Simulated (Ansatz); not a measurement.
```csv
atom,x (Å),y (Å),z (Å)
F,-0.1504,-2.0403,1.2769
Ga,0.7361,-1.1710,0.0384
F,2.3093,-0.5370,0.4839
F,0.5406,-1.7230,-1.6146
P,-0.5812,0.9441,-0.0442
H,-1.6705,1.0588,0.8375
H,-1.1972,1.2715,-1.2651
H,0.1055,2.1398,0.2313
```

Geometry: PBE0-D4/def2-TZVP.

Theory: Ansatz 0.2.0, isolated molecule in a Gaussian basis; Hartree-Fock.

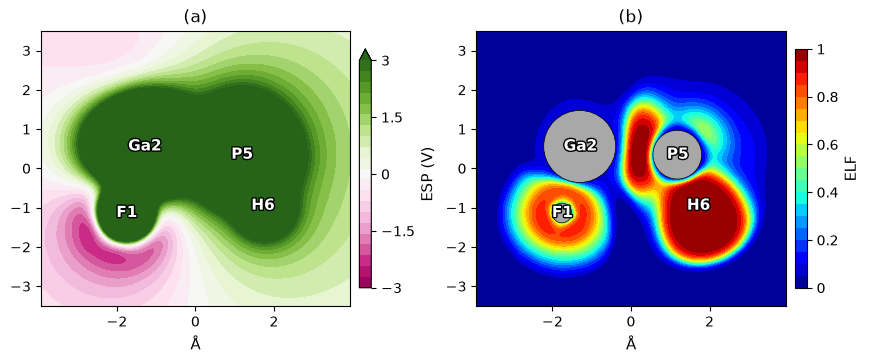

F₃GaH₃P (SMILES [F][Ga-]([F])([F])[PH3+]). (a) electrostatic potential; (b) electron localisation function on the plane of atoms F1, Ga2 and P5. Grey discs cover the atomic cores in the ELF map.

> Describe what can be read from this map.

The section cuts through F, Ga, P and H sites.
Ga–F (1.75 Å): the ELF peaks at about 0.80 in the valence shell of F, 0.5 Å from its nucleus, and is about 0.15 at the midpoint.
Ga–P (2.49 Å): the ELF peaks at about 1 between the atoms: a covalent bond.
P–H (1.41 Å): the ELF climbs to about 1 towards the hydrogen, as it does in any bond to H.
The ELF also peaks beside F1, away from the bonds: lone-pair regions.
Outside the dense part of the molecule the potential is most negative (−2.3 V) near F1, F3 and F4.
